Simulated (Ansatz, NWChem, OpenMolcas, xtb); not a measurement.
**Loss of CH4: C2H6O → H2CO + CH4**

Species: C2H6O (ethanol) `CCO`, singlet; H2CO `C=O`, singlet; CH4 (methane) `C`, singlet. 

Shapes, held fixed at every level: PBE0-D4/def2-TZVP. Flexible molecules stand in one conformer, not always the lowest. Programs: Ansatz 0.2.0, NWChem 7.3.0, OpenMolcas 26.06, xtb 6.7.1. A level may come from different programs for different species; with the same settings they agree closely. The zero-point and thermal change to 298 K, harmonic and unscaled (PBE0-D4/def2-TZVP), is -16.6 kJ/mol.

```json
{"level": "GFN1-xTB", "kind": "semi-empirical", "ΔH(298 K) (kJ/mol)": "+93.9", "less CCSD(T)/CBS estimate": "+41.1"}
{"level": "SPW92/def2-TZVPP", "kind": "LDA", "ΔH(298 K) (kJ/mol)": "+98.3", "less CCSD(T)/CBS estimate": "+45.5"}
{"level": "r2SCAN-D4/def2-TZVPP", "kind": "meta-GGA", "ΔH(298 K) (kJ/mol)": "+54.7", "less CCSD(T)/CBS estimate": "+1.9"}
{"level": "B3LYP/6-31G* (Cartesian functions)", "kind": "global hybrid", "ΔH(298 K) (kJ/mol)": "+23.8", "less CCSD(T)/CBS estimate": "-29.0"}
{"level": "PBE0/def2-SVP", "kind": "global hybrid", "ΔH(298 K) (kJ/mol)": "+61.8", "less CCSD(T)/CBS estimate": "+9.0"}
{"level": "B3LYP-D4/def2-TZVPP", "kind": "global hybrid", "ΔH(298 K) (kJ/mol)": "+40.8", "less CCSD(T)/CBS estimate": "-12.0"}
{"level": "B2PLYP/def2-TZVPP", "kind": "double hybrid", "ΔH(298 K) (kJ/mol)": "+38.7", "less CCSD(T)/CBS estimate": "-14.1"}
{"level": "MP2/def2-TZVPP", "kind": "perturbation theory", "ΔH(298 K) (kJ/mol)": "+52.1", "less CCSD(T)/CBS estimate": "-0.7"}
{"level": "CCSD(T)/CBS estimate", "kind": "coupled cluster or CI", "ΔH(298 K) (kJ/mol)": "+52.8", "less CCSD(T)/CBS estimate": "0.0"}
```

The highest level, CCSD(T)/CBS estimate, gives ΔH(298 K) = +52.8 kJ/mol; the levels span +23.8 to +98.3. The column of differences is taken from that level and isn't an error. No measured value is set beside it here. The CBS estimate extrapolates MP2 from def2-TZVPP and def2-QZVPP and adds CCSD(T) − MP2 in the triple-zeta set, cores frozen.

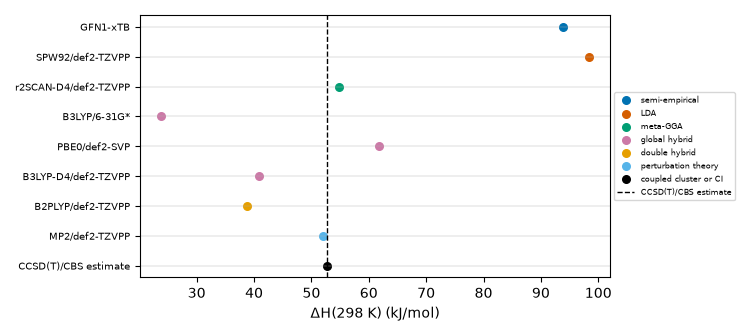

The values of the table, level by level.
